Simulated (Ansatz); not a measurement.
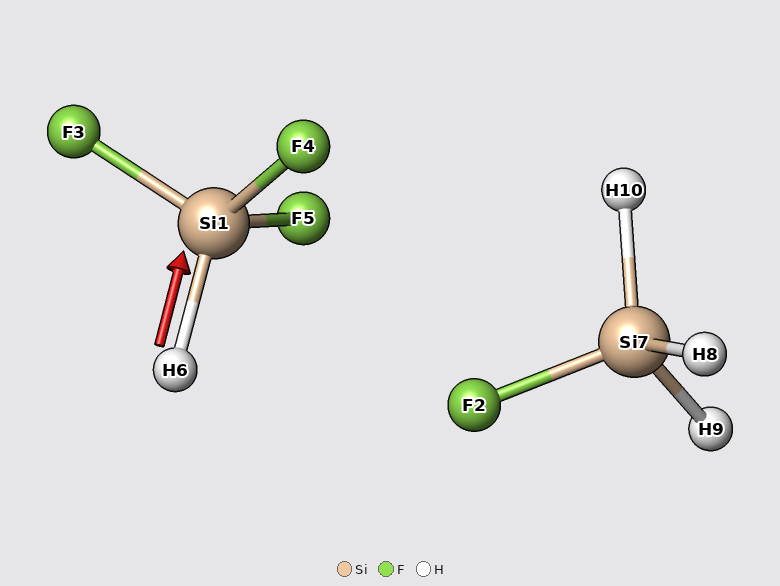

The arrows show one normal mode. Harmonic vibrations computed with RKS PBE0-D4/def2-TZVP (Ansatz 0.2.0) at a stationary point of the same level.

### Describe the motion.

Mostly Si–H stretching.

### At what wavenumber does it lie?

2378 cm⁻¹; it is mode 24 of 24 counted from the lowest.
